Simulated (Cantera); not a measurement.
A closed system holds: 1 mol Cu2O, 6.9 mol C, 2.2 mol H2, at 9.70 mbar.

Method: chemical equilibrium by Gibbs-energy minimisation in Cantera with the NASA 1993 tables (ideal gas, pure condensed phases). Candidate condensed phases: C, C6H6, C7H8, C8H18, Cu, CuO, Cu(OH)2, Cu2O, H2O; 113 gas species. The numbers say what is thermodynamically allowed, not how fast it happens.

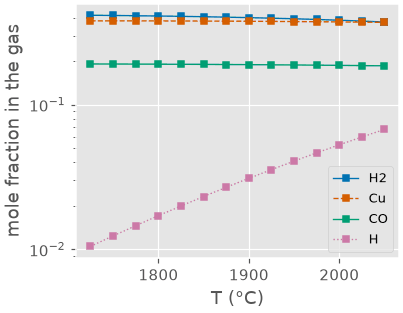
Fig. 1. Equilibrium gas composition (values under 1e-9 drawn at 1e-9)

From 1725 °C to 2050 °C the condensed part is C(graphite). The main Cu-bearing gas is Cu throughout.
